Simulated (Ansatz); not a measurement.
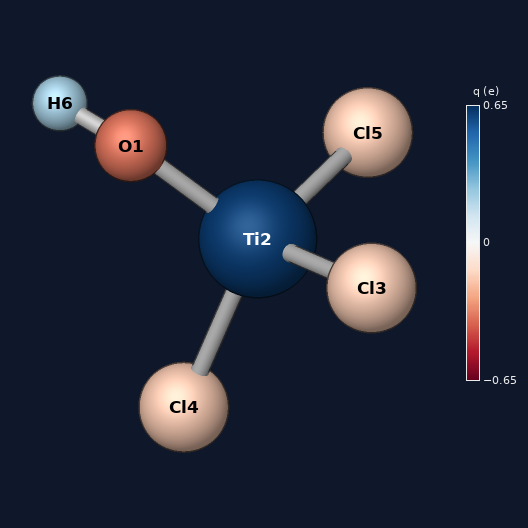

Atoms are coloured by their Mulliken charges. The species is neutral and a spin singlet. The computed structure is the end point of a PBE-D4/def2-SVP optimisation. No frequency run is at hand to confirm it as a minimum. Level of theory: RKS PBE-D4/def2-SVP (Ansatz 0.2.0).

Give the Mulliken charges atom by atom.

| atom | value (e) |
| --- | --- |
| O1 | −0.35 |
| Ti2 | 0.62 |
| Cl3 | −0.16 |
| Cl4 | −0.16 |
| Cl5 | −0.16 |
| H6 | 0.22 |

Mulliken values depend strongly on the basis set and can even reverse the polarity of a bond.
